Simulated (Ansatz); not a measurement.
**AlClH4O2: density, localisation and related maps**

```yaml
atoms:
  - { symbol: Al, position_ang: [-0.0408, -0.5657, -0.4729] }
  - { symbol: H, position_ang: [-1.0113, -1.7931, -0.6489] }
  - { symbol: O, position_ang: [-0.5116, 1.0148, -0.9613] }
  - { symbol: O, position_ang: [-0.0826, 0.0732, 1.3834] }
  - { symbol: H, position_ang: [0.7981, 0.0329, 1.7786] }
  - { symbol: Cl, position_ang: [2.0508, -1.0187, -0.5267] }
  - { symbol: H, position_ang: [-0.8912, 1.2493, -1.8040] }
  - { symbol: H, position_ang: [-0.3115, 1.0073, 1.2520] }
```

The reactant side of a reaction path; geometry: PBE0-D4/def2-TZVP.

The calculation used RKS PBE0-D4/def2-TZVPP (Ansatz 0.2.0).

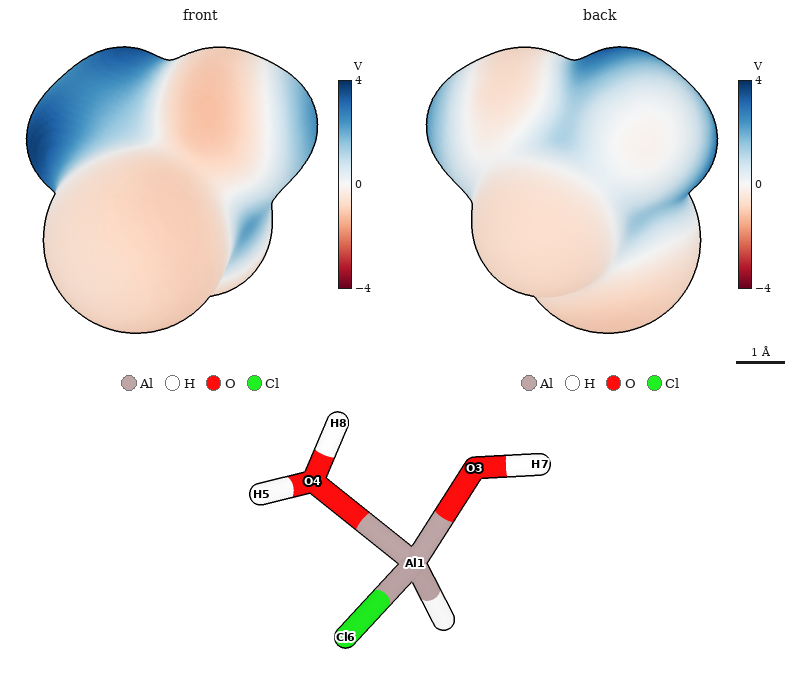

Figure 1. The electrostatic potential painted on the density surface at 0.002 e/bohr³, seen from the front and from behind; red is negative and blue positive. The bare structure is drawn below in the same view.

Question: Where is the surface potential most negative and most positive?

Answer: The most negative region (about −1.2 V) lies over O3, the most positive (about +3.6 V) over H5. O3 is the likeliest acceptor of a hydrogen bond.

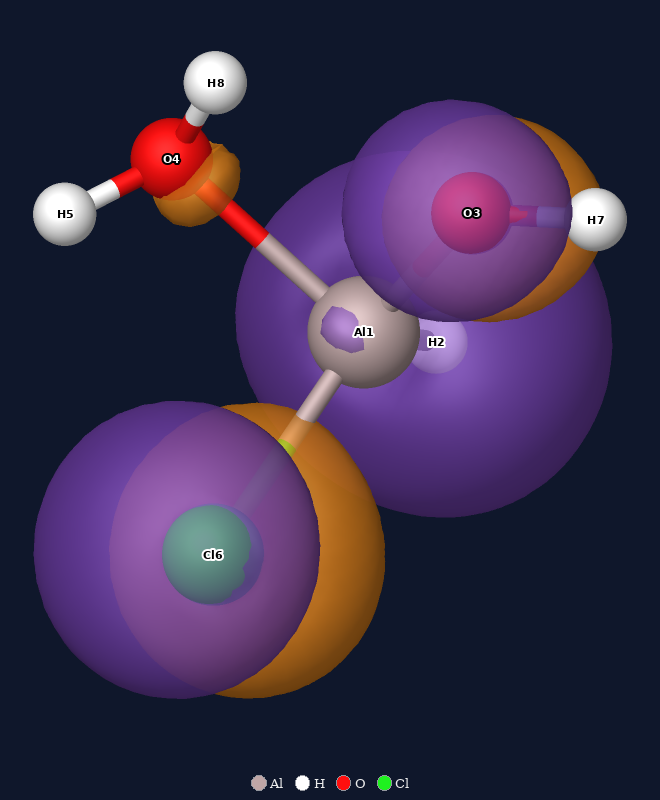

Figure 2. The HOMO at ±0.08 Å⁻³ᐟ² (orange and purple are the two phases), seen at a tilt.

Question: Describe this orbital and give its energy.

Answer: It lies mainly on H2 (about 35 %), Cl6 (about 30 %), Al1 (about 20 %) and O3 (about 15 %). Its energy is −8.19 eV.
